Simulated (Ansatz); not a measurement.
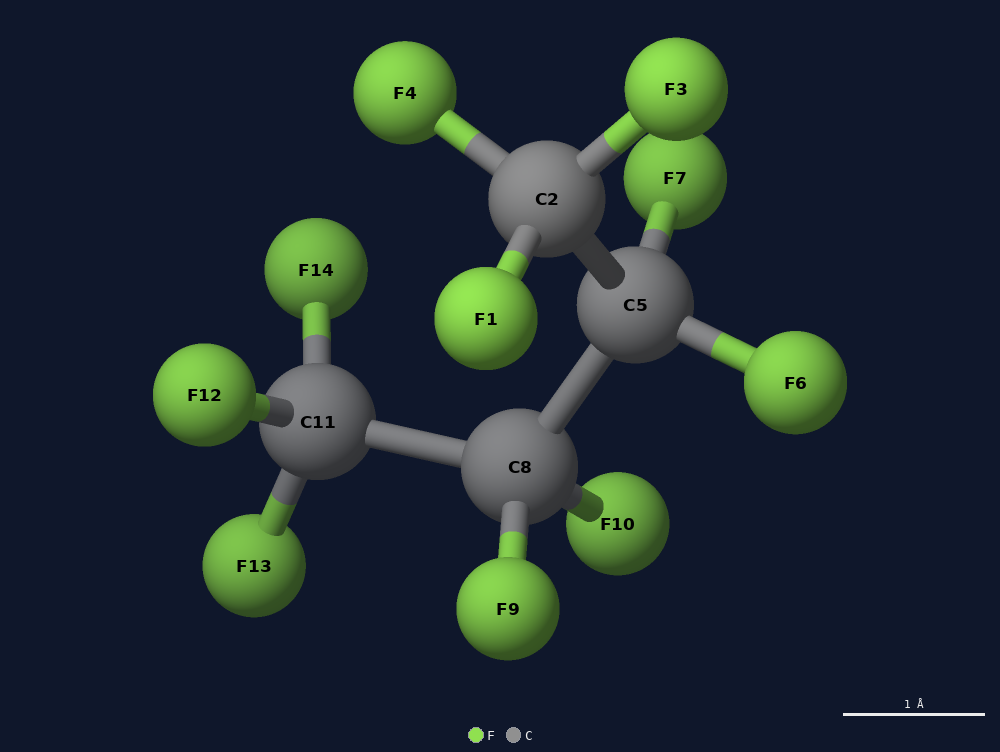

Orthographic view with a scale bar. Computed geometry: PBE0-D4/def2-TZVP optimisation.

Give an XYZ file in the frame of the picture: x to the right, y up, z towards the viewer, origin at the mean of the atomic positions.

```xyz
14
C4F10
F   -0.08   0.18   2.24
C    0.36   1.03   1.33
F    1.28   1.82   1.87
F   -0.66   1.79   0.92
C    0.99   0.28   0.12
F    2.13  -0.28   0.55
F    1.27   1.18  -0.82
C    0.16  -0.88  -0.52
F    0.08  -1.89   0.35
F    0.86  -1.28  -1.59
C   -1.28  -0.55  -1.00
F   -2.08  -0.36   0.03
F   -1.73  -1.58  -1.71
F   -1.29   0.53  -1.77
```
